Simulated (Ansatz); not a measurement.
**F₄H₂O₂W···F (doublet): density, localisation and related maps**

```json
{"atom": "W", "x (Å)": "0.0775", "y (Å)": "0.1541", "z (Å)": "-0.0168"}
{"atom": "F", "x (Å)": "0.0131", "y (Å)": "0.5186", "z (Å)": "1.8406"}
{"atom": "F", "x (Å)": "1.9457", "y (Å)": "0.3490", "z (Å)": "0.0900"}
{"atom": "F", "x (Å)": "-0.0066", "y (Å)": "2.0486", "z (Å)": "-0.0562"}
{"atom": "F", "x (Å)": "-1.8022", "y (Å)": "0.1937", "z (Å)": "-0.0362"}
{"atom": "O", "x (Å)": "0.1281", "y (Å)": "-1.6152", "z (Å)": "0.5244"}
{"atom": "H", "x (Å)": "0.0961", "y (Å)": "-1.8619", "z (Å)": "1.4996"}
{"atom": "O", "x (Å)": "0.1599", "y (Å)": "-0.0854", "z (Å)": "-1.8493"}
{"atom": "H", "x (Å)": "0.2728", "y (Å)": "0.1758", "z (Å)": "-2.7798"}
{"atom": "F", "x (Å)": "0.0250", "y (Å)": "-1.4520", "z (Å)": "3.0790"}
```

Core potentials replace the inner electrons of W; not at a stationary point (largest force 1.5 eV/Å).

Theory: UKS PBE/def2-SVP (Ansatz).

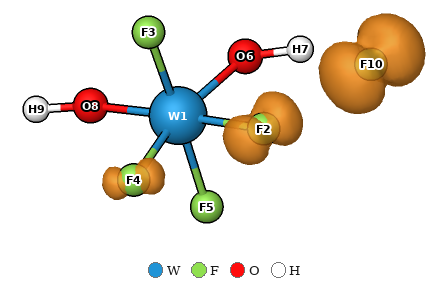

Figure 1. Isosurfaces of the spin density (α minus β) at +0.05 (orange) and −0.05 e/Å³ (purple), seen at an oblique angle.

Describe the spin distribution.

The unpaired spin (1 electron) lies mostly on F10 (about 0.8) and F2 (about 0.2), in electrons by Hirshfeld's partition. Only one sign reaches the isovalue.

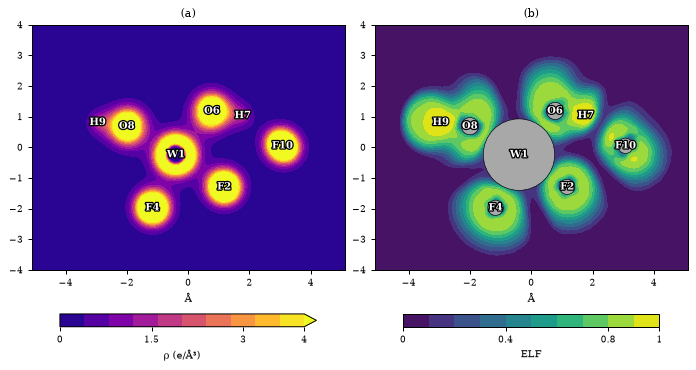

Figure 2. (a) electron density; (b) electron localisation function on the plane of atoms O6, W1 and O8. Grey discs cover the atomic cores in the ELF map.

Describe what can be read from this map.

The section cuts through W, F, O and H sites.
F10···H7 (1.63 Å): the density falls to about 0.33 e/Å³ on the way; the ELF dips to about 0.20 between them (by its geometry a hydrogen bond between the two molecules, with no shared pair).
W–O (1.85 Å): ρ is about 1.1 e/Å³ halfway; the ELF peaks at about 0.85 in the valence shell of O, 0.5 Å from its nucleus, and drops to about 0.25 between the two atoms.
W–F (1.89 Å): ρ is about 0.99 e/Å³ halfway; the ELF peaks at about 0.85 in the valence shell of F, 0.5 Å from its nucleus, and drops to about 0.20 between the two atoms.
O–H (0.97 Å): ρ is about 3.6 e/Å³ halfway; the ELF climbs to about 1 towards the hydrogen, as it does in any bond to H; an ordinary covalent bond to hydrogen.

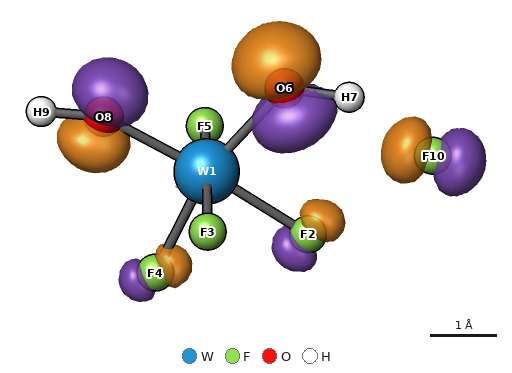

Figure 3. The HOMO−1 (β) at ±0.2 Å⁻³ᐟ² (orange and purple are the two phases), seen at a tilt.

Where does this orbital lie, and at what energy?

It lies mainly on O6 (about 40 %), O8 (about 25 %), F10 (about 20 %) and F2 (about 5 %); largely a combination of lone pairs on O6, O8, F10 and F2. Its energy is −8.99 eV.

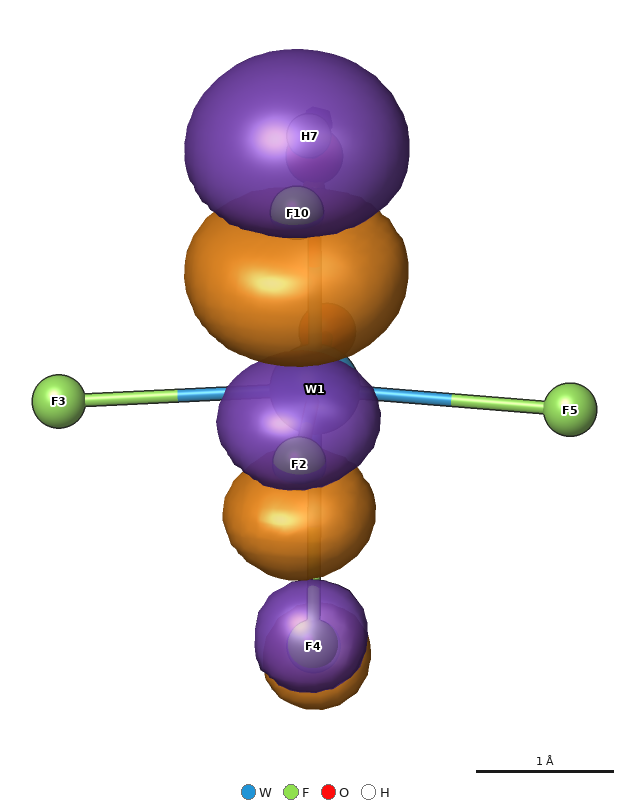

Figure 4. The LUMO (β) at ±0.15 Å⁻³ᐟ² (orange and purple are the two phases), seen at an oblique angle.

What is the character of this orbital?

Its weight (Hirshfeld) is mainly on F10 (about 75 %) and F2 (about 15 %). Its energy is −8.40 eV.
